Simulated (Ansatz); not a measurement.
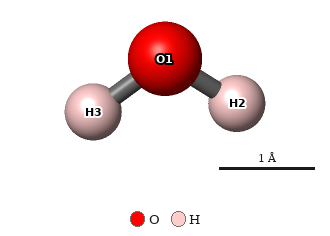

*The input geometry (ball-and-stick view, seen at an oblique angle; atoms are numbered from 1 in the order of the input).*

# Single-point calculation, with input and output: H₂O

- system: H₂O
- method: RKS PBE0-D4/def2-TZVPP (Ansatz 0.2.0)

The geometry comes from this level: PBE0-D4/def2-TZVP.

### The program's output
```
Functional definition: PBE0
  name "PBE0"
  cite "Adamo & Barone, J. Chem. Phys. 110, 6158 (1999) doi:10.1063/1.478522"
  cite "Perdew, Burke & Ernzerhof, Phys. Rev. Lett. 77, 3865 (1996) doi:10.1103/PhysRevLett.77.3865"
  parent pbe
  parameter a = 0.25
  parameter kappa = 0.804
  parameter beta = 0.06672455060314922
  exchange = (1 - a)*pbe_x(kappa = kappa, mu = beta*pi^2/3) + a*exact_x
  correlation = pbe_c(beta = beta)
269 factors; their error is unknown
mean field evaluation 1: about -2074.5217 eV, gradient 5.0e1 eV
mean field evaluation 2: about -2069.6364 eV, gradient 7.3e1 eV
mean field evaluation 4: about -2078.4213 eV, gradient 1.8e-1 eV
mean field evaluation 8: about -2078.4278 eV, gradient 1.7e-3 eV
mean field -2078.42782060 eV, -76.3808135981 hartree, gradient 1.2e-5 eV, S^2 0.000000; 0 other end points of the search recorded, 0 dependent functions left out
reference -2078.42783510 eV, -76.3808141311 hartree; 5, 5 occupied and 54, 54 virtual orbitals, 269 factors
Total energy: -2078.43209093 eV, -76.3809705299 hartree
```

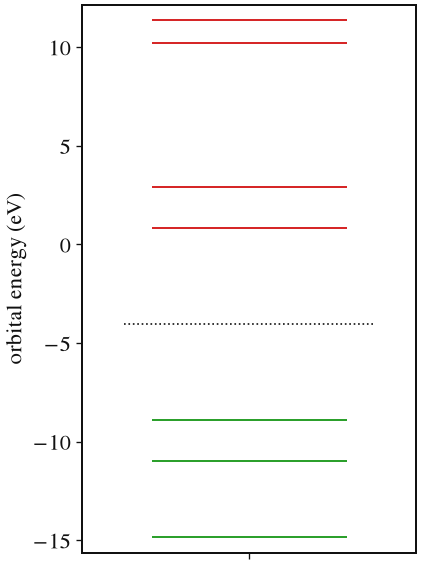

*Orbital energies near the frontier; the dotted line parts filled from empty levels, and levels within 0.02 eV of each other stand side by side.*

Highest filled −8.90 eV, lowest empty 0.85 eV, 9.75 eV apart.

The run was set up as follows.

### Input file
```yaml
crystal:
  periodic: [false, false, false]
  atoms:
    - {symbol: O, position_ang: [1.342835, 1.200178, 1.527755]}
    - {symbol: H, position_ang: [1.623257, 1.179973, 0.610287]}
    - {symbol: H, position_ang: [1.339932, 2.129434, 1.767069]}
basis:
  gaussian: {orbitals: def2-TZVPP}
hamiltonian: {xc: pbe0, dispersion: d4}
output: {orbitals: {seedname: orbitals}}
```

Launch command:
```bash
ansatz run in.yaml --threads 4 --pin off --events-out ev --progress --plain --max-ram 9574MiB
```

### Results in brief

```tsv
quantity	value
outcome	converged
total energy	−2078.4321 eV
mean-field energy	−2078.4278 eV
dispersion energy	−0.0043 eV
SCF solution under orbital rotations	stable
HOMO	−8.90 eV
LUMO	0.85 eV
hardware	4 threads of Arm Neoverse V1, 23 GiB of memory available, shared host
peak memory	0.5 GiB
```
